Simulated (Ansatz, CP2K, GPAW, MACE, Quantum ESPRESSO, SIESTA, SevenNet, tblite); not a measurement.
# Running amorphous polyisobutylene (as short chains C10H22) at 400 K (64 atoms) with GPAW, part 2 of 2

How do the settings of GPAW change the result for amorphous polyisobutylene (as short chains C10H22) at 400 K (64 atoms)? A plane-wave run serves as the yardstick.

Program: GPAW 26.7.0; the method stands at each step. Banners, paths, timers and routine set-up lines are dropped from the logs unmarked, and long logs keep their key lines alone; longer cuts are marked.

So far. Step 3 (PBE, LCAO dzp, h 0.2 Å, other mixer settings): Against the first run (20 %), the force difference from the reference is 20 %, at 1.1 times the CPU time: another solver or mixer reaches the same state. Step 4 (PBE, LCAO szp(dzp), h 0.2 Å): Against the first run (20 %), the force difference from the reference is 79 %, at 0.75 times the CPU time, with 356 basis functions against 480: the smaller basis costs accuracy.

## 5. PBE, grid h 0.18 Å

Method: Kohn-Sham DFT, PBE, PAW, finite differences on a real-space grid.

run.py reads:

```python
import numpy as np
from ase.io import read
from gpaw import GPAW, FermiDirac

atoms = read("structure.xyz")
atoms.calc = GPAW(
    mode="fd",
    h=0.18,
    xc="PBE",
    kpts={"size": (1, 1, 1), "gamma": True},
    occupations=FermiDirac(0.05),
    maxiter=200,
    symmetry={"point_group": False},
    nbands=81,
    txt="gpaw.txt",
)
energy = atoms.get_potential_energy(force_consistent=True)
forces = atoms.get_forces()
print(f"energy {energy:.6f} eV")
print("forces (eV/A)")
for i, (a, f) in enumerate(zip(atoms, forces)):
    print(f"{i:4d} {a.symbol:2s} {f[0]:10.5f} {f[1]:10.5f} {f[2]:10.5f}")
print(f"Fermi level {atoms.calc.get_fermi_level():.4f} eV")
for k in range(len(atoms.calc.get_ibz_k_points())):
    for s in range(atoms.calc.get_number_of_spins()):
        e = atoms.calc.get_eigenvalues(kpt=k, spin=s)
        n = np.searchsorted(e, atoms.calc.get_fermi_level())
        print(f"k {k} spin {s} levels about the Fermi level:", np.round(e[max(n - 6, 0):n], 4).tolist(), "|", np.round(e[n:n + 6], 4).tolist())
```

structure.xyz reads:

```xyz
64
Lattice="8.31826 0.00000 0.00000 0.00000 8.31826 0.00000 0.00000 0.00000 8.31826" Properties=species:S:1:pos:R:3 pbc="T T T"
[... 64 atom lines left out: the same atoms as in the first run ...]
```

The run is started by

```console
$ OMP_NUM_THREADS=1 python run.py > output.txt
```

Log:

```text
energy -339.414079 eV
forces (eV/A)
   0 C    -1.34683    1.23255   -2.54452
   1 C     4.33166    0.23462   -0.64094
   2 C    -2.47593   -1.11298    2.75521
   3 C    -1.77704    3.58762   -2.32396
   4 C     0.69637   -3.98227   -1.90115
   5 C     0.44070    0.38541    0.69768
   6 C    -1.30543    0.33865    0.79081
   7 C    -2.07895    0.72707   -2.42522
   8 C     2.34911    1.84474   -1.06421
   9 C    -3.30747   -2.77587   -3.47960
  10 H     0.59003   -0.40366    0.81171
  11 H     0.20845    0.81836    0.55499
[...]
59 H    -2.43219    1.22975   -0.39581
  60 H    -0.30005   -0.03301   -0.72559
  61 H    -0.24167   -0.13693    0.40513
  62 H    -0.92438    0.83349   -0.06150
  63 H     0.96499    1.75381    1.00139
Fermi level 1.3341 eV
k 0 spin 0 levels about the Fermi level: [-3.0063, -2.9578, -2.741, -2.6619, -2.2971, -2.2189] | [3.1757, 3.8935, 4.4848, 4.766, 4.8451, 4.9582]
```

gpaw.txt:

```text
Input parameters:
  mode=FD(),
  h=0.18,
  kpts=MonkhorstPack(size=(1, 1, 1), gamma=True),
  maxiter=200,
  nbands=81,
  occupations=Occupations(name='fermi-dirac', width=0.05, fixmagmom=False),
  symmetry=Symmetry(point_group=False),
  xc=XC(name='PBE')
Diagonalizing LCAO Hamiltonian
[... lines left out ...]
  Converge bands: occupied
[... lines left out ...]
  Fermi-Dirac:
[... lines left out ...]
convergence criteria:
- Maximum [total energy] change in last 3 cyles: 0.0005 eV / valence electron
[... lines left out ...]
Converged in 17 steps
[... lines left out ...]
  Free energy:    -339.414079
[... lines left out ...]
Fermi level: 1.334
[... lines left out ...]
|          0 |       -16.954 |     2.000 |
|        ... |               |           |
|         54 |        -3.276 |     2.000 |
|         55 |        -3.137 |     2.000 |
[...]
|         69 |         5.357 |     0.000 |
|        ... |               |           |
|         80 |         7.069 |     0.000 |
Gap: 5.395 eV
Transition (v -> c):
  (s=0, k=0, n=61, [0.00, 0.00, 0.00]) -> (s=0, k=0, n=62, [0.00, 0.00, 0.00])
No difference between direct/indirect transitions
Force computation time: 0.700  # s
timing:  # [seconds]
  Total:  68.244  # ━━━━━━━━━━━━━━━━━━━━━━━━━━━━━━━━━━━━━━━━━━━━━━━━━━━━━━━━━
  Init:    5.949  # ━━━━━
  SCF:    61.558  # ━━━━━━━━━━━━━━━━━━━━━━━━━━━━━━━━━━━━━━━━━━━━━━━━━━━╸
  Forces:  0.700  # ╸
```

Run time: 70 s. Hardware: 1 thread of Arm Neoverse V1, shared host; peak memory 0.75 GiB.

Compared with the plane-wave run:

- r.m.s. force component: 1.456 eV/Å
- r.m.s. difference of force components: 12.68 meV/Å
- longest difference of force vectors: 36.74 meV/Å
- force difference over r.m.s. force: 0.8724 %
- slope of forces against the reference's: 1.002
- correlation of force components: 1
- gap (highest filled to lowest empty level): 5.395 eV
- gap difference: 0.0032 eV

Against the first run (20 %), the force difference from the reference is 0.87 %, at 1.9 times the CPU time (17 SCF steps against 9).

## 6. PBE, LCAO sz(dzp), h 0.2 Å

Method: Kohn-Sham DFT, PBE, PAW, atomic orbitals (sz(dzp)).

Changes to run.py since step 5:

```diff
@@ -6,4 +6,5 @@
 atoms.calc = GPAW(
-    mode="fd",
-    h=0.18,
+    mode="lcao",
+    basis="sz(dzp)",
+    h=0.2,
     xc="PBE",
@@ -13,3 +14,2 @@
     symmetry={"point_group": False},
-    nbands=81,
     txt="gpaw.txt",
```

structure.xyz is that of step 5.

Log:

```text
energy -284.044597 eV
forces (eV/A)
   0 C    -2.15526    2.22201   -0.27944
   1 C     3.11554   -0.67794   -0.93905
   2 C    -3.48810   -0.03285    3.29072
   3 C    -2.82263    3.57749   -5.31143
   4 C     0.50158   -2.53155   -2.33655
   5 C     2.64760    1.63960    1.93099
   6 C    -0.78445    0.38239    0.75379
   7 C    -2.71326    0.02687   -4.83228
   8 C     4.86905    1.60722    0.10759
   9 C    -5.08752   -5.27764   -3.96981
  10 H    -1.66499   -0.05814   -0.17940
  11 H     1.97612    2.15406   -1.37038
[...]
59 H    -5.76700    3.40861   -1.07592
  60 H    -0.56727   -3.09426   -0.86171
  61 H     1.76614    0.41039   -1.40200
  62 H    -3.26184    3.33141   -0.57622
  63 H     0.13641    0.07440    0.53364
Fermi level 0.2787 eV
k 0 spin 0 levels about the Fermi level: [-4.5808, -4.4437, -4.3396, -4.3276, -3.9207, -3.8302] | [5.5724, 6.1428, 6.4571, 6.6594, 6.8969, 7.0323]
```

gpaw.txt:

```text
Input parameters:
  mode=LCAO(),
  basis={'default': 'sz(dzp)'},
  h=0.2,
  kpts=MonkhorstPack(size=(1, 1, 1), gamma=True),
  maxiter=200,
  occupations=Occupations(name='fermi-dirac', width=0.05, fixmagmom=False),
  symmetry=Symmetry(point_group=False),
  xc=XC(name='PBE')
[... lines left out ...]
  Fermi-Dirac:
[... lines left out ...]
convergence criteria:
- Maximum [total energy] change in last 3 cyles: 0.0005 eV / valence electron
[... lines left out ...]
Converged in 7 steps
[... lines left out ...]
  Free energy:    -284.044597
[... lines left out ...]
Fermi level: 0.279
[... lines left out ...]
|          0 |       -18.641 |     2.000 |
|        ... |               |           |
|         54 |        -4.885 |     2.000 |
|         55 |        -4.670 |     2.000 |
[...]
|         69 |         7.390 |     0.000 |
|        ... |               |           |
|         78 |         8.958 |     0.000 |
Gap: 9.403 eV
Transition (v -> c):
  (s=0, k=0, n=61, [0.00, 0.00, 0.00]) -> (s=0, k=0, n=62, [0.00, 0.00, 0.00])
No difference between direct/indirect transitions
Force computation time: 1.465  # s
timing:  # [seconds]
  Total:  11.736  # ━━━━━━━━━━━━━━━━━━━━━━━━━━━━━━━━━━━━━━━━━━━━━━━━━━━━━━━━━
  Init:    3.265  # ━━━━━━━━━━━━━━━━
  SCF:     6.972  # ━━━━━━━━━━━━━━━━━━━━━━━━━━━━━━━━━━
  Forces:  1.465  # ━━━━━━━
```

Wall time 13 s (1 thread); peak memory 0.34 GiB.

Numbers from this run, and their distance from the reference:

```yaml
r_m_s_force_component: 2.53 eV/Å
r_m_s_difference_of_force_components: 1664 meV/Å
longest_difference_of_force_vectors: 4497 meV/Å
force_difference_over_r_m_s_force: 114.6 %
slope_of_forces_against_the_reference_s: 1.36
correlation_of_force_components: 0.7811
spacing_of_highest_filled_and_lowest_empty_level: 9.403 eV
gap_difference: 4.011 eV
```

This is a coarse setting, run to see what it loses.

Against the first run (20 %), the force difference from the reference is 115 %, at 0.37 times the CPU time, with 124 basis functions against 480: the smaller basis costs accuracy.

## 7. The ladder

Differences are against the plane-wave reference, forces as r.m.s. over components; share is that over the reference's r.m.s. force, slope the least-squares factor from reference forces to these. Total energies of different programs have different zeros and aren't compared.

```csv
run,"Δ force, r.m.s. (meV/Å)",share (%),slope,Δ gap (eV),cores,CPU time,memory (GiB)
reference,-,-,-,-,4,13 s,0.54
"GPAW PBE, LCAO dzp, h 0.2 Å",295,20.3,1.082,0.540,1,36 s,0.43
"GPAW PBE, LCAO dzp, h 0.2 Å, other mixer settings",295,20.3,1.082,0.540,1,41 s,0.39
"GPAW PBE, LCAO szp(dzp), h 0.2 Å (coarse)",1150,79.2,1.178,3.35,1,27 s,0.42
"GPAW PBE, grid h 0.18 Å",12.7,0.872,1.002,0.0032,1,70 s,0.75
"GPAW PBE, LCAO sz(dzp), h 0.2 Å (coarse)",1664,115,1.360,4.01,1,13 s,0.34
```

Rows marked coarse were listed beforehand as settings not expected to be converged; some can still land near the reference.

CPU time is summed over cores on a shared host, where runs went side by side, so it is rough. Symmetry, cutoffs, thresholds, outputs and thread counts weren't matched or tuned between programs; memory under MPI is the largest rank's times the ranks.

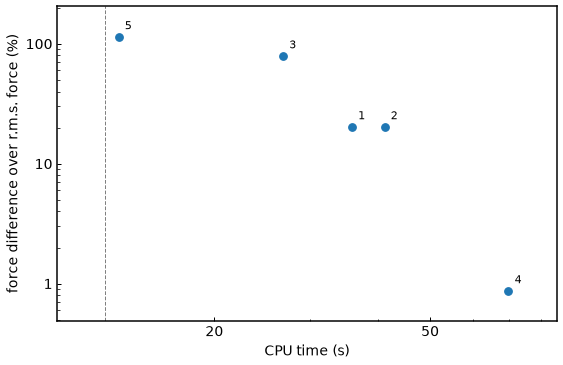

Force difference against CPU time; the dashed line marks the reference's time. Points: 1 GPAW PBE, LCAO dzp, h 0.2 Å; 2 GPAW PBE, LCAO dzp, h 0.2 Å, other mixer settings; 3 GPAW PBE, LCAO szp(dzp), h 0.2 Å; 4 GPAW PBE, grid h 0.18 Å; 5 GPAW PBE, LCAO sz(dzp), h 0.2 Å.

Within one program, basis, potentials and functional, energies share a zero. Each run against its twin at the usual cutoff or grid and solver:

```csv
run,twin,Δ energy (meV/atom),"Δ force, r.m.s. (meV/Å)",CPU time over the twin's
"GPAW PBE, LCAO dzp, h 0.2 Å, other mixer settings","LCAO dzp, h 0.2 Å",0,0.953,1.1
```

## 8. Results

| Item | Value |
| --- | --- |
| nearest in forces | GPAW PBE, grid h 0.18 Å, 0.87 % |
| its CPU time | 70 s |

In words: PBE on plane waves or a grid with other potentials, cutoffs or grids, coarse settings apart, differs from the reference by 0.87 % (GPAW PBE, grid h 0.18 Å) of the r.m.s. force; this holds the reference's own error, so differences of a few per cent don't tell which side is nearer the exact PBE result. The PBE runs in local orbitals, coarse settings apart, differ by 20 % in each run; basis, grid and potentials can all enter. Runs with settings chosen to be coarse differ by 79 % (GPAW PBE, LCAO szp(dzp), h 0.2 Å) to 115 % (GPAW PBE, LCAO sz(dzp), h 0.2 Å), their programs' other errors included. None of the electronic-structure runs in the table takes under half the reference's CPU time of 13 s; they take 1.1 to 5.5 times as much. At the same functional, gaps differ from the reference's 5.39 eV by between +0.00 and +4.01 eV. A likely cause of the wide gaps: compact atomic orbitals describe empty levels worse than filled ones. The network of contacts between molecules at the start is that of the classical potential that made the cell, and needn't be the one that DFT or experiment would give. The reference's PBE has no dispersion term, which matters for the binding between molecules or layers. The electronic-structure runs sample only Γ, in a cell whose shortest periodic width is 8 Å.

[Also dropped from logs without a mark: logging warnings of Python, and SIESTA's first energy breakdown and zero terms.]

[Logs are printed without paths, hosts, clocks, repeated set-up lines and the standing remarks that a program may print on its own settings, such as how far it seeks lower states.]

[Hosts, paths, dates, database ids (printed as entryN), source tags and the programs' standing remarks are cut or masked in the printed files.]
